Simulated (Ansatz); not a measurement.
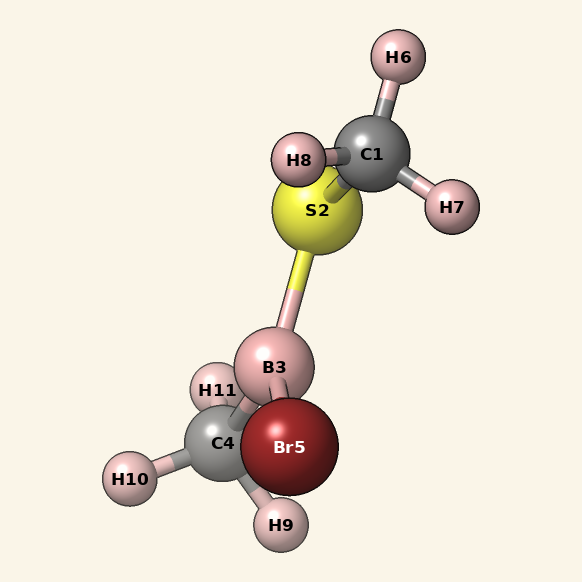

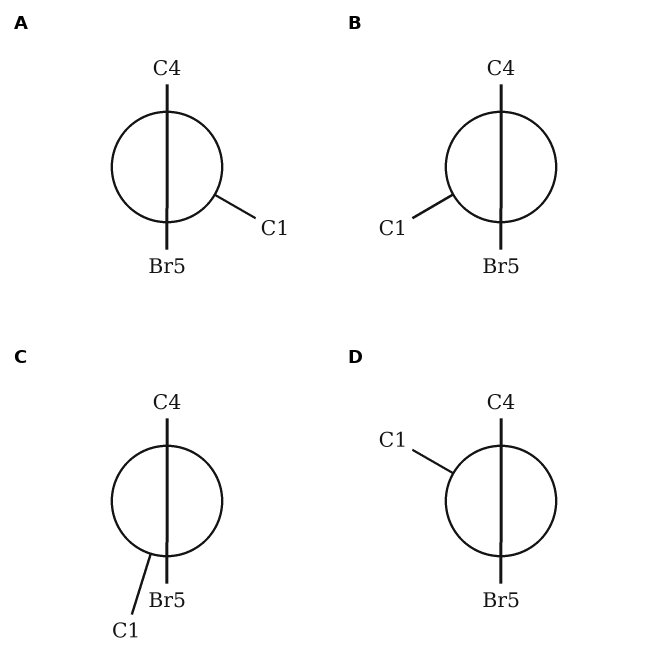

Atoms fade into the background with distance from the viewer. Bonds that would overlap in a projection are set slightly apart. The geometry was computed by an optimisation with PBE0-D4/def2-TZVP. No frequency run is at hand to confirm it as a minimum.

Which Newman projection shows the view along B3–S2, with B3 in front?

C. The torsion angle Br5–B3–S2–C1 is 0°, synperiplanar (eclipsed).
